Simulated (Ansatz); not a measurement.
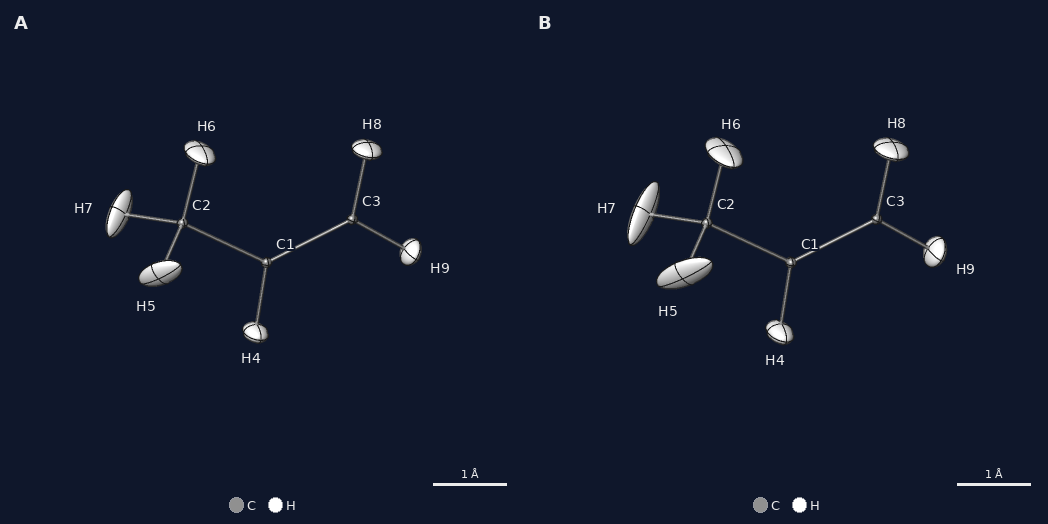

Displacement ellipsoids at the 50 % level, from the internal vibrations of the free molecule (harmonic, no overall translation or rotation; no half-axis is drawn under 0.075 Å). Vibrations computed with RKS PBE0-D4/def2-TZVP (Ansatz 0.2.0). One panel is for 298 K, the other for 600 K.

Which panel is for 600 K?

B.

How much does the mean-square displacement of H5 grow, and why?

U_eq goes from 0.0257 to 0.0419 Å², a factor of 1.6. Modes below kT (417 cm⁻¹ at 600 K) grow about in proportion to T, and the lowest lies at 209 cm⁻¹; the mean-square amplitude of a mode is its zero-point value times coth(ħω/2kT), which comes close to 1 only above about 3kT.
